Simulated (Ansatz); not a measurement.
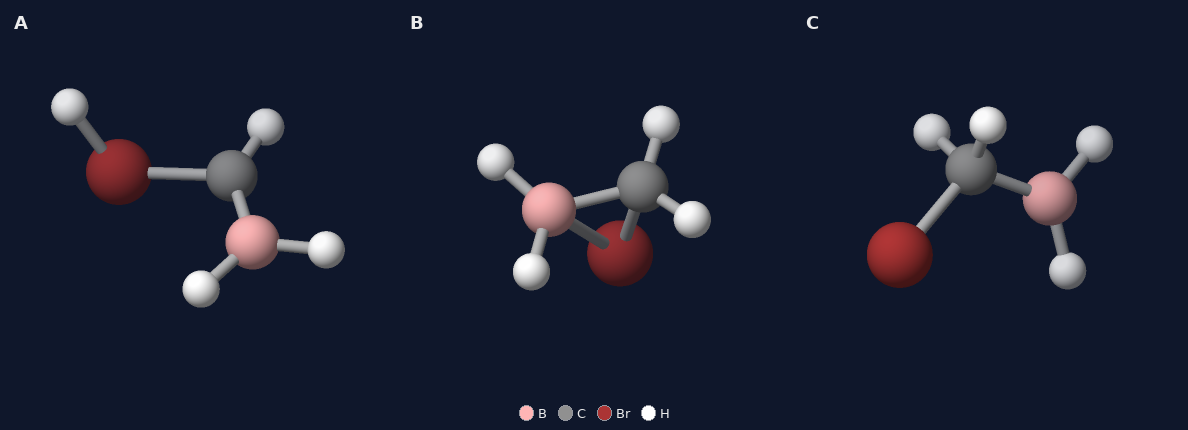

3 stationary structures of one formula. Geometries: PBE-D4/def2-SVP. Electronic energies: PBE-D4/def2-SVP (Ansatz 0.2.0), without zero-point energy. No frequency run is at hand to confirm each as a minimum. Each is one conformer, not always the lowest.

### Which is lowest in energy, and by how much?

B is lowest (Cs); C lies 24.5 kJ/mol above it, A lies 266.5 kJ/mol above it (C1).
